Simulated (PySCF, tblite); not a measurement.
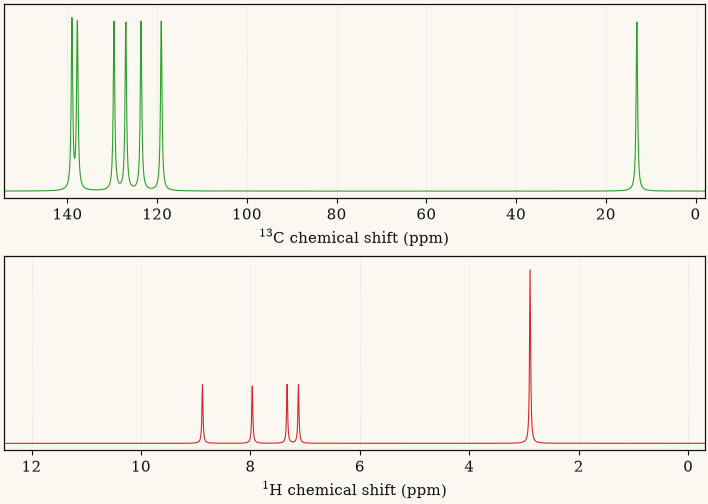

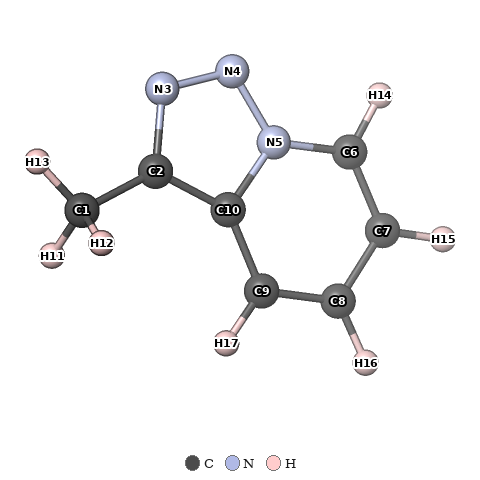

Spectrum and numbered structure of C₇H₇N₃, SMILES Cc1nnn2ccccc12. GIAO shifts, PBE0/pcSseg-1, PySCF 2.14.0, at a GFN2-xTB geometry (a minimum by its frequencies), against TMS for ¹³C and TMS for ¹H computed at the same level. Gas phase, fully decoupled, line heights follow the number of nuclei, widths are arbitrary (no quadrupolar broadening); values of one conformer, averaged over methyl-type rotors and exact or near symmetry.

Which atoms give which ¹³C line?

```
δ (ppm)  nuclei  atoms
  139.0       1    C10
  137.8       1     C2
  129.6       1     C6
  127.0       1     C8
  123.6       1     C9
  119.1       1     C7
   13.1       1     C1
```

The order of signals that lie close, as those under 2 ppm apart, is within the error of the method.

Assign the ¹H signals to the numbered atoms.

| δ (ppm) | nuclei | atoms |
| --- | --- | --- |
| 8.88 | 1 | H14 |
| 7.97 | 1 | H17 |
| 7.33 | 1 | H16 |
| 7.12 | 1 | H15 |
| 2.89 | 3 | H11, H12, H13 |

Known limits of this run: the tight-binding geometry is rougher than a DFT one and adds to the error.
